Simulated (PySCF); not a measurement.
# N2, SMILES `N#N`: electronic structure

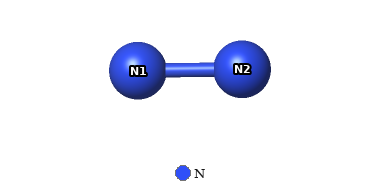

The molecule, with its atoms numbered as below. No frequency check shows the geometry to be a minimum.

Geometry (Å), atoms numbered from 1:

```
N1       0.5491    0.0000    0.0000
N2      -0.5491    0.0000    0.0000
```

## 1. Bonding charge

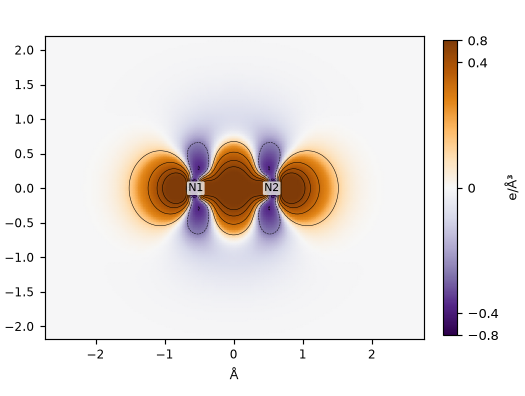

Deformation density (molecule less spherical, spin-averaged free atoms) in a plane that holds the bond; colour scale in e/Å³, logarithmic beyond ±0.1; orange: gain, purple: loss.

PySCF calculation, TPSSh/6-311+G**, gas phase; geometry: GFN2-xTB.

How much density has each bond in this plane gained at its critical point, relative to the free atoms?

Answer. N1–N2: +1.13 e/Å³ at the bond critical point (bond length 1.10 Å). In all, 0.5 electrons gather in the regions of gain relative to the promolecule.

## 2. Bond critical points

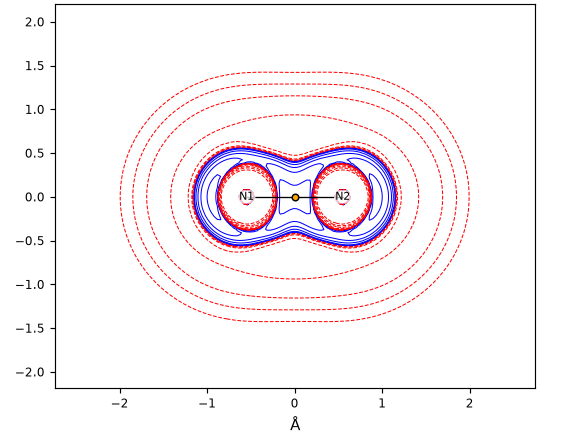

Negative Laplacian of the density (−∇²ρ) in a plane that holds the bond (solid blue lines positive, dashed red lines negative, contours at ±0.02 to ±8 a.u.), with bond paths and bond critical points (dots).

Sort the bonds in the plane by the sign of ∇²ρ at their critical points.

Answer. Concentrated (∇²ρ < 0): N1–N2 (−2.51 a.u.). At none is it depleted.

## 3. Electrostatic potential

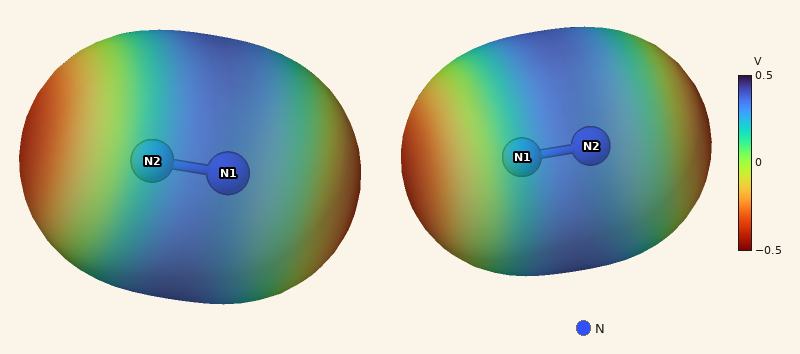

Electrostatic potential on the surface of electron density 0.001 a.u. (back view left, front view right).

Where are the extremes of the potential on the surface?

Answer. Highest: 0.38 V, off the N1–N2 bond (1.9 to 2.0 Å from its atoms), and at like points elsewhere. Lowest: −0.40 V, 1.8 Å from N1, and at like points elsewhere. The surface is sampled at points, so like sites can differ by a few per cent and only the strongest of them is named.

What volume does the surface enclose, and what is the dipole moment?

Answer. About 38 Å³; the dipole moment is 0.0 D.
